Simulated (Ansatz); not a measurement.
C2H2F6GeO2 (SMILES FC(F)(F)[O][GeH2][O]C(F)(F)F)

Input file:

```
crystal:
  periodic: [false, false, false]
  atoms:
    - {symbol: F, position_ang: [0.970221, 2.054412, -2.445473]}
    - {symbol: C, position_ang: [0.071229, 1.502488, -1.644906]}
    - {symbol: F, position_ang: [-1.146326, 1.727329, -2.175883]}
    - {symbol: F, position_ang: [0.099507, 2.155566, -0.474663]}
    - {symbol: O, position_ang: [0.321353, 0.203925, -1.512887]}
    - {symbol: Ge, position_ang: [-0.666090, -0.884017, -0.480470]}
    - {symbol: O, position_ang: [0.470883, -1.492284, 0.764702]}
    - {symbol: C, position_ang: [0.622887, -0.925113, 1.958930]}
    - {symbol: F, position_ang: [1.618316, -1.509324, 2.608711]}
    - {symbol: F, position_ang: [-0.483724, -1.039524, 2.713435]}
    - {symbol: F, position_ang: [0.892517, 0.385241, 1.873118]}
    - {symbol: H, position_ang: [-0.944313, -2.109489, -1.332354]}
    - {symbol: H, position_ang: [-1.806159, -0.103908, 0.162641]}
basis:
  gaussian: {orbitals: def2-TZVPP}
hamiltonian: {xc: pbe0, dispersion: d4}
output: {orbitals: {seedname: orbitals}}
```

Command:

```sh
ansatz run in.yaml --threads 4 --pin off --events-out ev --progress --plain --max-ram 66560MiB --backend cuda --devices 0, --max-vram 37GiB
```

Geometry: PBE0-D4/def2-TZVP.

The calculation used RKS PBE0-D4/def2-TZVPP in Ansatz 0.2.0.

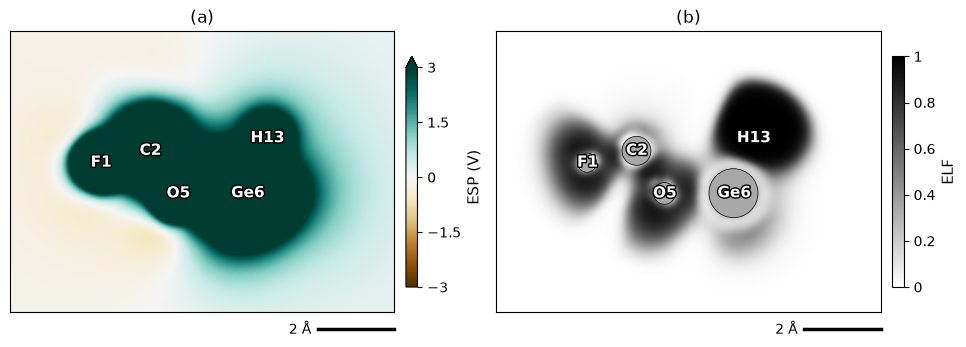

Figure 1. (a) molecular electrostatic potential; (b) ELF on the plane of atoms F1, C2 and O5. Grey discs cover the atomic cores in the ELF map.

**Interpret the plot.**

Atoms in the plane: F, C, O, Ge and H. C–F (1.32 Å): the ELF peaks at about 0.85 between the atoms, as expected for a polar covalent bond. C–O (1.33 Å): the ELF peaks at about 0.90 between the atoms: a shared but strongly polarised pair. Ge–O (1.80 Å): the ELF peaks at about 0.85 in the valence shell of O, 0.6 Å from its nucleus, and is about 0.35 at the midpoint. Ge–H (1.52 Å): the ELF climbs to about 1 towards the hydrogen. The ELF also peaks beside O5 and F1, away from the bonds: lone-pair regions. Outside the dense part of the molecule the potential is most negative (−0.6 V) near O5.

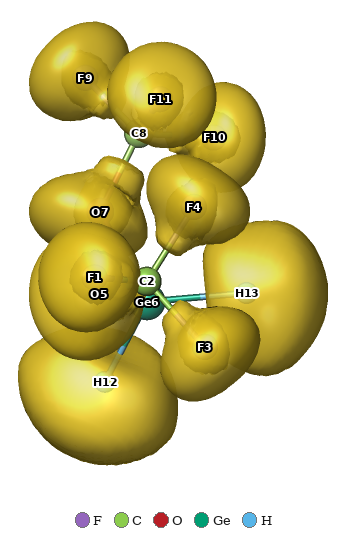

Figure 2. Isosurface of the ELF at 0.75 (yellow), seen at an oblique angle. Core shells and regions of very low density are left out.

**Describe the localisation domains.**

The ELF exceeds this value in two regions around hydrogen nuclei, six regions on F in which the atom's valence shell and bonds are merged and two regions on O in which the atom's valence shell and bonds are merged.

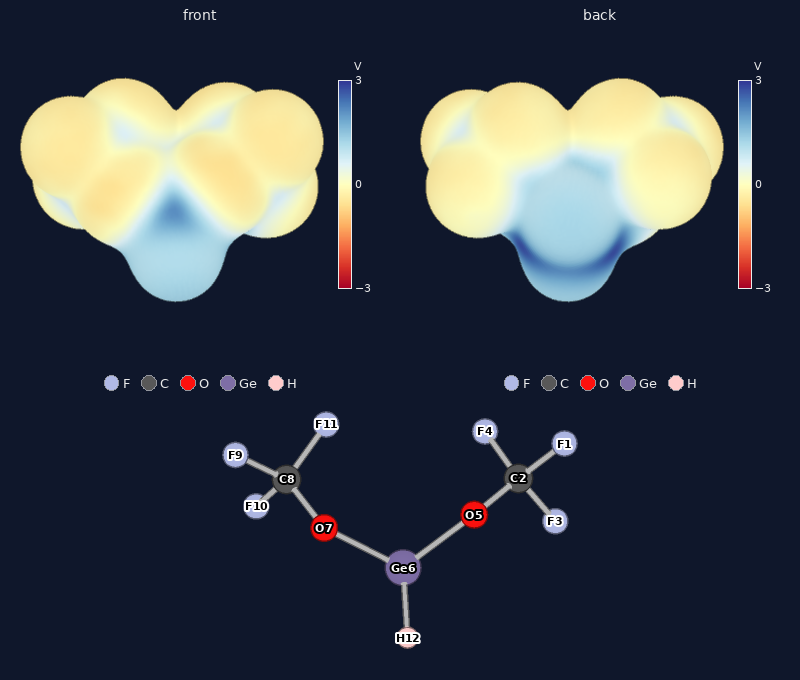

Figure 3. The electrostatic potential painted on the density surface at 0.002 e/bohr³, seen from the front and from behind; the colour scale runs from red (negative) to blue (positive). The bare structure is drawn below in the same view.

**Where is the surface potential most negative and most positive?**

The most negative region (about −0.5 V, or −12 kcal/mol for a unit charge) lies over O5 and O7, the most positive (about +2.7 V, or +62 kcal/mol for a unit charge) over Ge6.
